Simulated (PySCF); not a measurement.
SMILES c1(C=Cc2cscc2)ccccc1 at its GFN2-xTB optimised geometry (Å):

```
23

C      0.5099     0.4183     0.0000
C     -0.8293     0.4914     0.0000
C     -1.5997     1.7124     0.0000
C     -3.0273     1.7124     0.0000
C     -3.5615     2.9542    -0.0001
S     -2.3490     4.1769     0.0008
C     -1.1107     2.9925     0.0000
C      1.3125    -0.7895    -0.0002
C      0.7684    -2.0769    -0.0003
C      1.5851    -3.1901    -0.0004
C      2.9638    -3.0502    -0.0004
C      3.5208    -1.7821    -0.0002
C      2.7056    -0.6678    -0.0001
H      1.0806     1.3381     0.0001
H     -1.4243    -0.4114    -0.0001
H     -3.6148     0.8112     0.0001
H     -4.5947     3.2393     0.0000
H     -0.0898     3.3166     0.0001
H     -0.3024    -2.2108    -0.0003
H      1.1447    -4.1769    -0.0005
H      3.5988    -3.9237    -0.0005
H      4.5947    -1.6631    -0.0002
H      3.1480     0.3188     0.0000
```

Computed with CAM-B3LYP/def2-SVP (PySCF 2.14.0).

Map of the log10 of the electron density (e/bohr³), floored at −4 on the plane z = 1.5 Å:

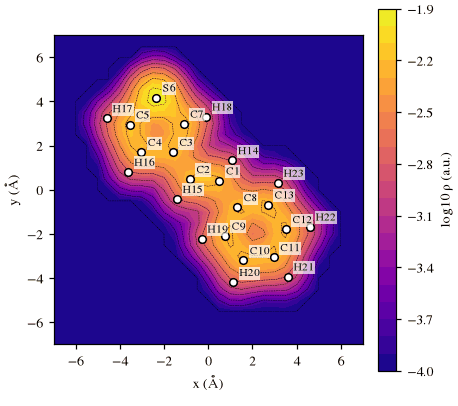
Figure. Log10 of the electron density (e/bohr³), floored at −4 on the plane z = 1.5 Å.
